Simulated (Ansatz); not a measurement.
AsH$_{5}$Si

Input

```
crystal:
  periodic: [false, false, false]
  atoms:
    - {symbol: As, position_ang: [-0.584529, -0.857869, 1.471524]}
    - {symbol: Si, position_ang: [-0.376555, 0.611583, -0.370352]}
    - {symbol: H, position_ang: [-1.079144, 0.259371, 2.380206]}
    - {symbol: H, position_ang: [0.831821, 1.450691, -0.159557]}
    - {symbol: H, position_ang: [-2.003167, -1.244842, 1.076195]}
    - {symbol: H, position_ang: [-0.184844, -0.206075, -1.596478]}
    - {symbol: H, position_ang: [-1.555032, 1.496661, -0.557108]}
basis:
  gaussian:
    orbitals: def2-TZVPD
hamiltonian:
  xc: pbe0
output:
  forces: true
  orbitals: {seedname: orbitals}
```

Command:

```sh
ansatz run input.yaml --threads 2 --pin off --max-ram 4350MiB --events-out events.jsonl --progress --plain --runs-dir runs
```

Geometry: PBE0-D4/def2-TZVP.

These are results of isolated molecule in a Gaussian basis; Kohn-Sham density functional theory, functional PBE0 in Ansatz, not measurements.

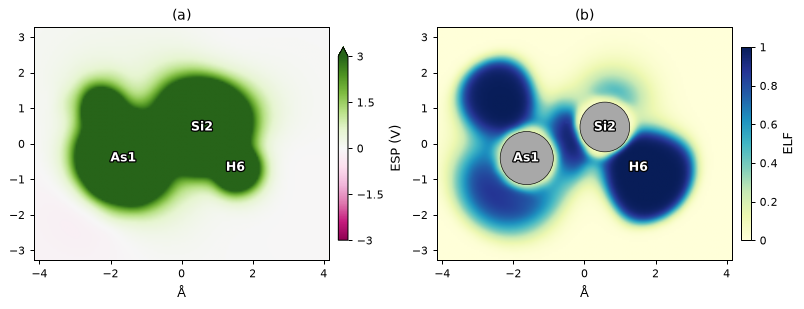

Figure 1. (a) electrostatic potential; (b) electron localisation function on the plane of atoms As1, Si2 and H6. Grey discs cover the atomic cores in the ELF map.

### Describe what can be read from this map.

- The section cuts through As, Si and H sites.
- Si–As (2.37 Å): the ELF peaks at about 0.95 between the atoms; a covalent bond.
- Si–H (1.49 Å): the ELF climbs to about 1 towards the hydrogen, as it does in any bond to H.
- The ELF also peaks beside As1, away from the bonds: lone-pair regions.
- The potential has no marked negative region in this plane.

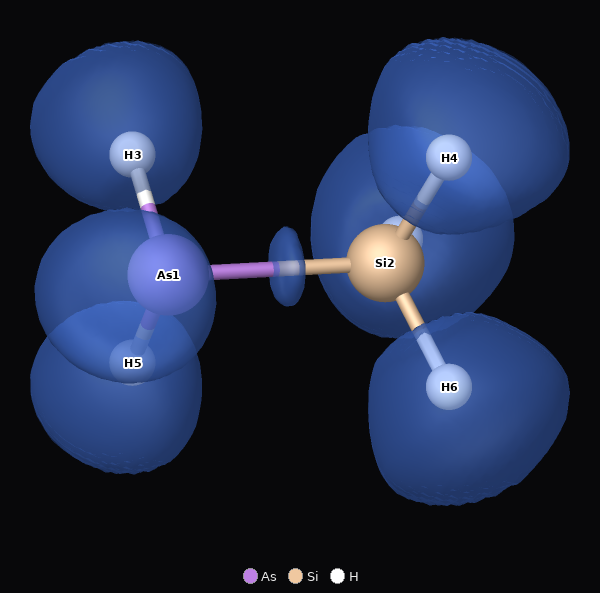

Figure 2. Isosurface of the electron localisation function at 0.9 (blue), seen at a tilt. Only the valence region is drawn (cores and ρ < 0.01 e/Å³ removed).

### Where are the electrons localised?

At this value the surface marks out one region between bonded As–Si atoms (shared pairs), five regions around hydrogen nuclei and one lobe on As, pointing away from the bonds (lone pairs).

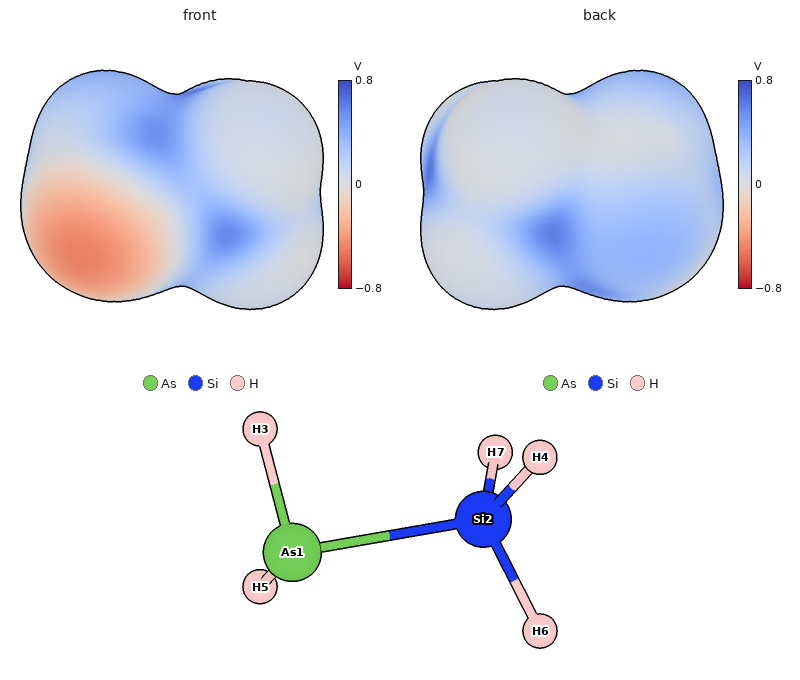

Figure 3. The molecular electrostatic potential painted on the density surface at 0.001 e/bohr³, seen from the front and from behind; the colour scale runs from red (negative) to blue (positive). The bare structure is drawn below in the same view.

### Describe the electrostatic potential map.

The most negative region (about −0.5 V, or −12 kcal/mol for a unit charge) lies over As1, the most positive (about +0.6 V, or +14 kcal/mol for a unit charge) over Si2.

### What dipole moment does the calculation give?

Its dipole moment is 0.40 D.
